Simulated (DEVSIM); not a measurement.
Structure: Au/Al2O3/SiO2/n-Si capacitor, at 400 K.

```csv
layer (left to right),material,thickness (nm),Nd (cm⁻³)
1,Al2O3,9.30,-
2,SiO2,1.30,-
3,Si,4900,1.4e16
```

Metal gate on the left, work function 5.1 eV. Fixed charge at the semiconductor interface 0 cm⁻² (in units of +e); no interface traps.

This is a model device: material constants are rounded textbook-type values typed into the input, and sizes, dopings and lifetimes were drawn at random. Values at 300 K; Nc and Nv go as T^1.5, mobilities as T to minus their exponent, the gap by Varshni's rule with the affinity fixed.

```
parameter         Al2O3  SiO2        Si
----------------  -----  ----  --------
gap (eV)            6.8     9     1.124
affinity (eV)      1.35   0.9      4.05
permittivity          9   3.9      11.7
Nc (cm⁻³)             -     -   2.86e19
Nv (cm⁻³)             -     -    3.1e19
Varshni α (eV/K)      -     -  0.000473
Varshni β (K)         -     -       636
```

DEVSIM, 1D Poisson equation in equilibrium, Boltzmann statistics, complete ionisation; no quantum confinement or tunnelling. Metal contacts follow the ideal Schottky-Mott rule: no Fermi-level pinning, no interface dipoles.

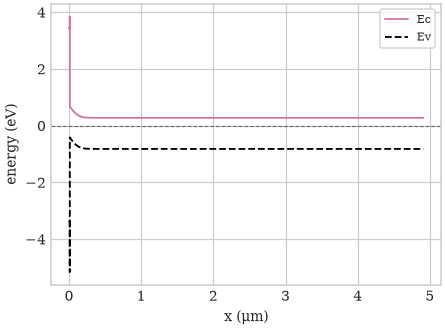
Band edges at 0.3 V on the gate

Energies count from the Fermi level of the right contact; mesh points crowd at the junctions.

```tsv
x (μm)	Ec (eV)	Ev (eV)	n (cm⁻³)	p (cm⁻³)	field (V/cm)
0.000	3.450	-3.350	< 1e2	< 1e2	-52000
0.001452	3.442	-3.358	< 1e2	< 1e2	-52000
0.004401	3.427	-3.373	< 1e2	< 1e2	-52000
0.007475	3.411	-3.389	< 1e2	< 1e2	-52000
0.009453	3.849	-5.151	< 1e2	< 1e2	-120000
0.01017	3.841	-5.159	< 1e2	< 1e2	-120000
0.01124	0.683	-0.413	1.1e11	3.0e14	-40000
0.01534	0.667	-0.430	1.7e11	1.8e14	-39000
0.02369	0.635	-0.462	4.4e11	7.3e13	-37000
0.04500	0.560	-0.536	3.9e12	8.3e12	-33000
0.09527	0.423	-0.674	2.1e14	1.5e11	-22000
0.2904	0.280	-0.817	1.3e16	2.4e9	-530
0.7109	0.278	-0.819	1.4e16	2.3e9	≈ 0
1.702	0.278	-0.819	1.4e16	2.3e9	≈ 0
3.825	0.278	-0.819	1.4e16	2.3e9	≈ 0
4.461	0.278	-0.819	1.4e16	2.3e9	≈ 0
4.731	0.278	-0.819	1.4e16	2.3e9	≈ 0
4.837	0.278	-0.819	1.4e16	2.3e9	≈ 0
4.889	0.278	-0.819	1.4e16	2.3e9	≈ 0
4.903	0.278	-0.819	1.4e16	2.3e9	≈ 0
4.908	0.278	-0.819	1.4e16	2.3e9	≈ 0
4.911	0.278	-0.819	1.4e16	2.3e9	≈ 0
```
